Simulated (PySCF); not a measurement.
Input file:

```
{"job": {"kind": "uv", "xc": "wB97X-D", "basis": "def2-SVPD", "ip": true}, "charge": 0, "multiplicity": 1}
O      3.051571     1.343668     1.016987
C      2.793046     0.551718     0.149980
O      3.329738    -0.678421     0.109374
Ge     1.425842     0.845939    -1.285159
N     -0.197995     0.264197    -0.681385
C     -0.909154     0.958035     0.375272
C     -2.255614     0.222369     0.441399
C     -1.961580    -1.179499    -0.135119
C     -0.467037    -1.146910    -0.484825
H      3.918497    -0.753634     0.882094
H      1.780652     0.037336    -2.541642
H      1.336132     2.357913    -1.522250
H     -1.011283     2.031090     0.148635
H     -0.388162     0.879926     1.354397
H     -3.004039     0.741478    -0.174418
H     -2.645802     0.187018     1.468954
H     -2.559041    -1.354868    -1.041376
H     -2.194283    -1.989624     0.571233
H      0.126234    -1.575281     0.352895
H     -0.219392    -1.729757    -1.386302
```

Run with:

```sh
OMP_NUM_THREADS=1 python probes_run.py task.json out
```

Geometry: PBE0-D3(BJ)/def2-SVP.

These are results of PySCF 2.14.0, wB97X-D/def2-SVPD, SCF density, gas phase, not measurements.

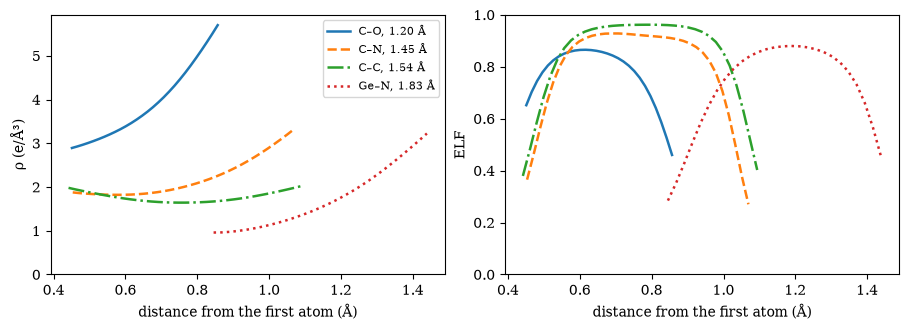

C$_{5}$H$_{11}$GeNO$_{2}$ (SMILES O=[C](O)[GeH2][N]1CCCC1). Electron density and electron localisation function along straight lines between neighbouring atoms. The curves leave out the atomic cores.

What can be read from the curves?

C–O (1.20 Å): ρ at the midpoint is about 3.4 e/Å³; the ELF peaks at about 0.85 between the atoms (a short, multiple covalent bond).
C–N (1.45 Å): the density is about 1.9 e/Å³ at the midpoint; the ELF peaks at about 0.95 between the atoms, as expected for a covalent bond.
C–C (1.54 Å): ρ at the midpoint is about 1.6 e/Å³; the ELF peaks at about 0.95 between the atoms (localised, covalent bonding).
Ge–N (1.83 Å): the density is about 1 e/Å³ at the midpoint; the ELF peaks at about 0.90 in the valence shell of N, 0.6 Å from its nucleus, and is about 0.50 at the midpoint.
